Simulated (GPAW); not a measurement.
The K K edge of atom 2 in KCaCl3 (Cm), with 7 Cl at 3.75 to 3.83 Å and 5 Cl at 3.88 to 3.89 Å (distorted cuboctahedral, site symmetry m), was computed in 3 ways: full core hole (charged cell), half core hole and no core hole. Program and functional: GPAW, LDA, Gaussian full width 0.9 eV up to 4 eV, rising linearly to 3.5 eV at 25 eV; cells of 5 and 10 atoms (the run without a hole in the smaller).

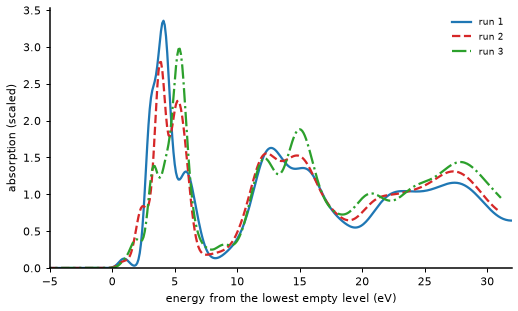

Each run is counted from its own lowest empty level or Fermi level and scaled to a mean of 1 over its first 20 eV.

**Question.** Which run is which?

Run 1: full core hole (charged cell) (area from −2 to 6 eV 7.6, main maxima 4.1 eV (3.36), 5.9 eV (1.31), 12.7 eV (1.63) and 27.4 eV (1.16)). Run 2: half core hole (area from −2 to 6 eV 7.2, main maxima 3.9 eV (2.80), 5.3 eV (2.27), 12.4 eV (1.56) and 14.8 eV (1.53)). Run 3: no core hole (area from −2 to 6 eV 6.5, main maxima 3.3 eV (1.39), 5.4 eV (2.98), 12.2 eV (1.49), 15.0 eV (1.88) and 27.9 eV (1.44)). With each curve scaled to its own mean, the area from −2 to 6 eV with the hole is 7.6 against 6.5, and the centre of weight from −1 to 20 eV moves by -0.8 eV: the hole pulls the absorber's empty states down.

[Hosts, paths, dates, database ids (printed as entryN), source tags and the programs' standing remarks are cut or masked in the printed files.]

[Lists of maxima count a maximum above −3 eV only where it reaches 4 % of the highest in the window and stands out from its surroundings by 2 % of it (1.5 % where it reaches 55 %); shoulders and weaker maxima are passed over, and of the rest the first, up to two pre-edge ones and the few strongest are named.]
